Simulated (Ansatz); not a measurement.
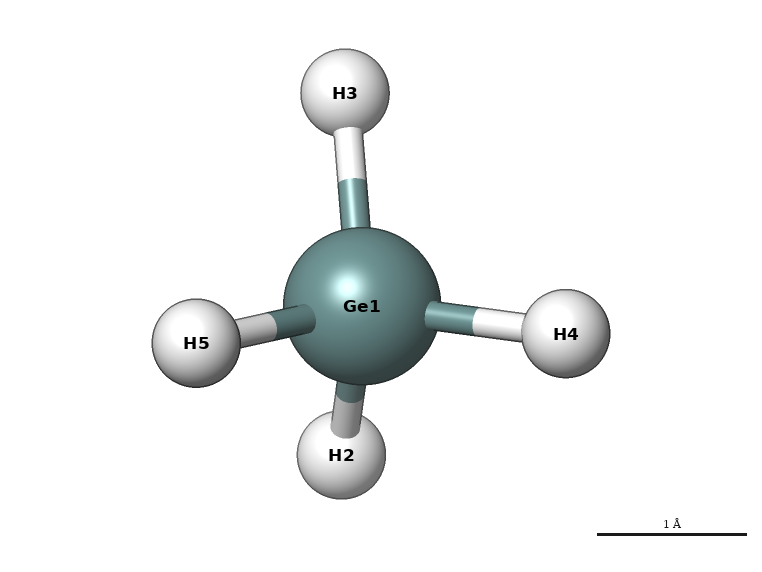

Atoms carry their numbers in the input. Computed geometry: PBE0-D4/def2-TZVP optimisation. No frequency run is at hand to confirm it as a minimum.

Which atoms are bonded, and how long are the bonds?

```json
{"bond": "Ge1–H2", "length (Å)": "1.534"}
{"bond": "Ge1–H3", "length (Å)": "1.534"}
{"bond": "Ge1–H4", "length (Å)": "1.534"}
{"bond": "Ge1–H5", "length (Å)": "1.534"}
```
